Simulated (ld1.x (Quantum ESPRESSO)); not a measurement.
**Pseudopotential generation: Pt (part 2 of 2)**

Continued. System: platinum (Pt, Z = 78), core [Kr] 4d10 4f14, reference valence 5s2 5p6 5d9 6s0 6p0 (an ion of charge +1), valence charge 18. (This line and the method describe the unaltered input from which the odd one was made.) Method: PAW potential, Wu–Cohen, fully relativistic, made with ld1.x (Quantum ESPRESSO) 7.5.

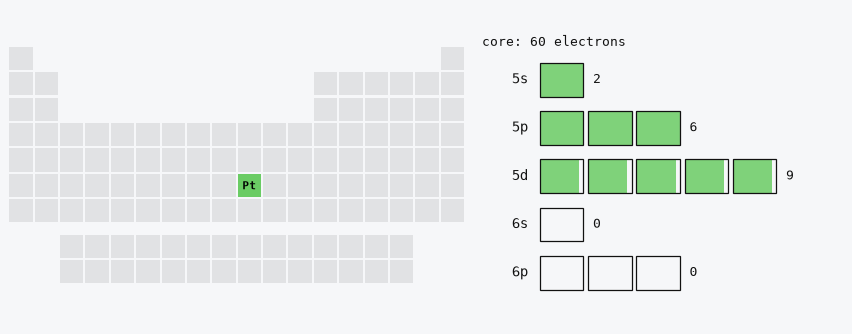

Left, the place of platinum in the periodic table; right, the valence shells of the reference configuration: a box for each of the 2l + 1 orbitals, shaded by the share of the shell that is filled, with the electron count at the right. The shells are those of the unaltered input.

**Log, continued**
```
     --------------------------- All-electron run ----------------------------

     Pt
     dirac relativistic calculation

     atomic number is 78.00
     dft = SLA  PW   WCX  PBC   lsd =0 sic =0 latt =0  beta=0.20 tr2=1.0E-14
     Exchange-correlation=  SLA  PW   WCX  PBC
                           (   1   4  11   4   0   0   0)
     mesh =1277 r(mesh) =  98.81913 a.u. xmin = -7.00 dx = 0.01250
     1 Ry =  13.60569312 eV, c = 137.03599908

     n l j   nl                  e(Ry)          e(Ha)          e(eV)
     Spin orbit split results
     1 0 0.5 1S 1( 2.00)     -5756.1402     -2878.0701    -78316.2768
     2 0 0.5 2S 1( 2.00)     -1010.8810      -505.4405    -13753.7367
     2 1 0.5 2P 1( 2.00)      -968.8772      -484.4386    -13182.2460
     2 1 1.5 2P 1( 4.00)      -841.7697      -420.8849    -11452.8604
     3 0 0.5 3S 1( 2.00)      -237.8740      -118.9370     -3236.4408
     3 1 0.5 3P 1( 2.00)      -219.0289      -109.5145     -2980.0406
     3 1 1.5 3P 1( 4.00)      -191.0897       -95.5449     -2599.9078
     4 0 0.5 4S 1( 2.00)       -51.5731       -25.7865      -701.6873
     4 1 0.5 4P 1( 2.00)       -43.5806       -21.7903      -592.9446
     4 1 1.5 4P 1( 4.00)       -36.9230       -18.4615      -502.3630
     3 2 1.5 3D 1( 4.00)      -159.7168       -79.8584     -2173.0583
     3 2 2.5 3D 1( 6.00)      -153.6960       -76.8480     -2091.1406
     5 0 0.5 5S 1( 2.00)        -8.0756        -4.0378      -109.8746
     5 1 0.5 5P 1( 2.00)        -5.5284        -2.7642       -75.2180
     5 1 1.5 5P 1( 4.00)        -4.4299        -2.2150       -60.2721
     4 2 1.5 4D 1( 4.00)       -23.8367       -11.9184      -324.3154
     4 2 2.5 4D 1( 6.00)       -22.5991       -11.2996      -307.4769
     4 3 2.5 4F 1( 6.00)        -5.8839        -2.9419       -80.0542
     4 3 3.5 4F 1( 8.00)        -5.6300        -2.8150       -76.6002
     5 2 1.5 5D 1( 3.60)        -1.1161        -0.5580       -15.1851
     5 2 2.5 5D 1( 5.40)        -1.0151        -0.5076       -13.8117
     6 0 0.5 6S 1( 0.00)        -0.9488        -0.4744       -12.9086
     6 1 0.5 6P 1( 0.00)        -0.5361        -0.2681        -7.2940
     6 1 1.5 6P 1( 0.00)        -0.4641        -0.2321        -6.3149
     Averaged results
     1 0     1S 1( 2.00)     -5756.1402     -2878.0701    -78316.2768
     2 0     2S 1( 2.00)     -1010.8810      -505.4405    -13753.7367
     2 1     2P 1( 6.00)      -884.1389      -442.0694    -12029.3223
     3 0     3S 1( 2.00)      -237.8740      -118.9370     -3236.4408
     3 1     3P 1( 6.00)      -200.4028      -100.2014     -2726.6188
     4 0     4S 1( 2.00)       -51.5731       -25.7865      -701.6873
     4 1     4P 1( 6.00)       -39.1422       -19.5711      -532.5569
     3 2     3D 1(10.00)      -156.1043       -78.0522     -2123.9077
     5 0     5S 1( 2.00)        -8.0756        -4.0378      -109.8746
     5 1     5P 1( 6.00)        -4.7961        -2.3980       -65.2541
     4 2     4D 1(10.00)       -23.0942       -11.5471      -314.2123
     4 3     4F 1(14.00)        -5.7388        -2.8694       -78.0805
     5 2     5D 1( 9.00)        -1.0555        -0.5278       -14.3611
     6 0     6S 1( 0.00)        -0.9488        -0.4744       -12.9086
     6 1     6P 1( 0.00)        -0.4881        -0.2441        -6.6413

     final scf error:  9.5E-15 reached in  32 iterations

     Etot =  -36890.386121 Ry,  -18445.193060 Ha, -501919.272749 eV

     Ekin =   42222.540041 Ry,   21111.270020 Ha,  574466.922671 eV
     Encl =  -92732.155389 Ry,  -46366.077695 Ha,-1261685.248862 eV
     Eh   =   14330.796175 Ry,    7165.398087 Ha,  194980.414958 eV
     Exc  =    -711.566947 Ry,    -355.783473 Ha,   -9681.361516 eV

     normalization and overlap integrals

     s(1S/1S) =  1.000000  <r> =   0.0171  <r2> =    0.0004  r(max) =   0.0106
     s(2S/2S) =  1.000000  <r> =   0.0717  <r2> =    0.0061  r(max) =   0.0612
     s(2P/2P) =  1.000000  <r> =   0.0591  <r2> =    0.0044  r(max) =   0.0459
     s(2P/2P) =  1.000000  <r> =   0.0675  <r2> =    0.0055  r(max) =   0.0526
     s(3S/3S) =  1.000000  <r> =   0.1866  <r2> =    0.0399  r(max) =   0.1726
     s(3P/3P) =  1.000000  <r> =   0.1768  <r2> =    0.0365  r(max) =   0.1622
     s(3P/3P) =  1.000000  <r> =   0.1923  <r2> =    0.0429  r(max) =   0.1770
     s(4S/4S) =  1.000000  <r> =   0.4149  <r2> =    0.1946  r(max) =   0.3890
     s(4P/4P) =  1.000000  <r> =   0.4179  <r2> =    0.1989  r(max) =   0.3890
     s(4P/4P) =  1.000000  <r> =   0.4518  <r2> =    0.2322  r(max) =   0.4193
     s(3D/3D) =  1.000000  <r> =   0.1676  <r2> =    0.0330  r(max) =   0.1378
     s(3D/3D) =  1.000000  <r> =   0.1723  <r2> =    0.0347  r(max) =   0.1413
     s(5S/5S) =  1.000000  <r> =   0.9534  <r2> =    1.0210  r(max) =   0.8657
     s(5P/5P) =  1.000000  <r> =   1.0353  <r2> =    1.2132  r(max) =   0.9215
     s(5P/5P) =  1.000000  <r> =   1.1362  <r2> =    1.4634  r(max) =   1.0058
     s(4D/4D) =  1.000000  <r> =   0.4618  <r2> =    0.2468  r(max) =   0.4141
     s(4D/4D) =  1.000000  <r> =   0.4730  <r2> =    0.2587  r(max) =   0.4246
     s(4F/4F) =  1.000000  <r> =   0.5127  <r2> =    0.3203  r(max) =   0.3842
     s(4F/4F) =  1.000000  <r> =   0.5200  <r2> =    0.3298  r(max) =   0.3890
     s(5D/5D) =  1.000000  <r> =   1.6044  <r2> =    3.0645  r(max) =   1.2439
     s(5D/5D) =  1.000000  <r> =   1.6752  <r2> =    3.3517  r(max) =   1.2754
     s(6S/6S) =  1.000000  <r> =   2.6879  <r2> =    8.1940  r(max) =   2.2951
     s(6P/6P) =  1.000000  <r> =   3.4443  <r2> =   13.6010  r(max) =   2.8033
     s(6P/6P) =  1.000000  <r> =   3.8216  <r2> =   16.6934  r(max) =   3.1765

     ------------------------ End of All-electron run ------------------------

     Computing logarithmic derivative in   2.39782

       Warning: n=3, l=1 expected 1 nodes, found 0
       Setting wfc to zero for this iteration
       (This warning will only be printed once per wavefunction)

       Zero norm: self consistency problem; state:  7 (l=  1, j=0.5)
     Computing logarithmic derivative in   2.39782
     Computing the partial wave expansion
     R is outside the sphere for l=    0 j= 0.50
     R is outside the sphere for l=    0 j= 0.50
     R is outside the sphere for l=    1 j= 0.50
     R is outside the sphere for l=    1 j= 0.50
     R is outside the sphere for l=    1 j= 1.50
     R is outside the sphere for l=    1 j= 1.50
     R is outside the sphere for l=    2 j= 1.50
     R is outside the sphere for l=    2 j= 1.50
     R is outside the sphere for l=    2 j= 2.50
     R is outside the sphere for l=    2 j= 2.50
     R is outside the sphere for l=    3 j= 2.50
     R is outside the sphere for l=    3 j= 2.50
     R is outside the sphere for l=    3 j= 3.50
     R is outside the sphere for l=    3 j= 3.50

     ---------------------- Testing the pseudopotential ----------------------

     Pt
     dirac relativistic calculation

     atomic number is 78.00   valence charge is 18.00
     dft = SLA  PW   WCX  PBC   lsd =0 sic =0 latt =0  beta=0.20 tr2=1.0E-14
     mesh =1277 r(mesh) =  98.81913 xmin = -7.00 dx = 0.01250

     n l  j  nl             e AE (Ry)       e PS (Ry)    De AE-PS (Ry)
     1 0 0.5 5S   1( 2.00)       -8.07563       -8.07563       -0.00000
     2 1 0.5 5P   1( 2.00)       -5.52842       -5.52842       -0.00000
     2 1 1.5 5P   1( 4.00)       -4.42992       -4.42992       -0.00000
     3 2 1.5 5D   1( 3.60)       -1.11608       -1.11608       -0.00000
     3 2 2.5 5D   1( 5.40)       -1.01514       -1.01515        0.00001
     2 0 0.5 6S   1( 0.00)       -0.94876       -0.94876        0.00000
     3 1 0.5 6P   1( 0.00)       -0.53610       -0.53610        0.00000
     3 1 1.5 6P   1( 0.00)       -0.46414       -0.46414       -0.00000

     eps = 2.5E-18  iter =  6

     Etot =  -36890.386121 Ry,  -18445.193060 Ha, -501919.272749 eV
     Etotps =  -919.471705 Ry,    -459.735853 Ha,  -12510.049857 eV

     Ekin =     426.433978 Ry,     213.216989 Ha,    5801.929844 eV
     Encl =    -827.237232 Ry,    -413.618616 Ha,  -11255.135917 eV
     Ehrt =     192.898544 Ry,      96.449272 Ha,    2624.518388 eV
     Ecxc =    -711.566995 Ry,    -355.783498 Ha,   -9681.362172 eV
     (Ecc =      -8.317989 Ry,      -4.158994 Ha,    -113.172002 eV)

     ---------------------- End of pseudopotential test ----------------------
```

**Outcome**

- outcome: generated; ld1.x warns of wrong node counts
- wall time: 1.7 s

**What is odd here**

This input holds a deliberate oddity: file_pseudopw left out. The program ran to the end. The all-electron atom is untouched: its total energy equals that from the unaltered input (−36890.3861 Ry). The pseudo-atom's energy and levels in the reference configuration are also those from the unaltered input, so the oddity leaves no trace there. The pseudo-atom meets the occupied all-electron levels that the test lists within 0.00001 Ry. No test for ghost states or cutoffs was run on this potential, so its soundness isn't shown. ld1.x warns that it found 0 nodes in place of 1 for 6p. It picks states by counting nodes, so it can end on another state than the one meant. The reference test prints no difference at all for 6p, which can mean that ld1.x kept the all-electron value without solving for the state.
